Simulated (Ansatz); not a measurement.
# A computed series for Nb: response to strain

Start from Nb in the bcc (W type) structure (space group Im-3m, No. 229; relaxed with 0.1 eV smearing).

```xyz
1
Lattice="-1.6242 1.6242 1.6242 1.6242 -1.6242 1.6242 1.6242 1.6242 -1.6242" Properties=species:S:1:pos:R:3 pbc="T T T"
Nb     0.0000     0.0000     0.0000
```

Strains are applied to the cell and any free atomic positions relax.

Computed with LDA/PAW in Ansatz (an electronic-structure program), without spin-orbit coupling.

Notes on the quantities. energy relative to the base: free energy F.

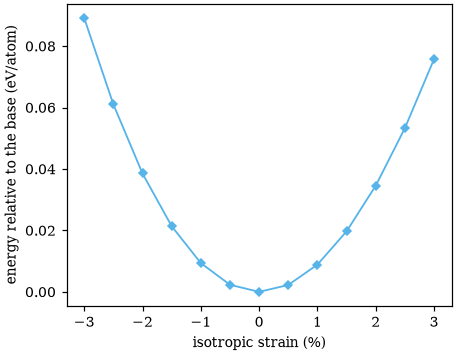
Figure: Energy relative to the base against isotropic strain

**Question.** From the plot, what is the energy relative to the base for isotropic strain −2.00 %?

**Answer.** About 0.039 eV/atom.

**Question.** Is the trend monotonic over the range shown?

**Answer.** No, it turns within the range, spanning 0 meV/atom to +89 meV/atom.

Whether these cells are dynamically stable was not tested. All final runs are without spin polarisation.
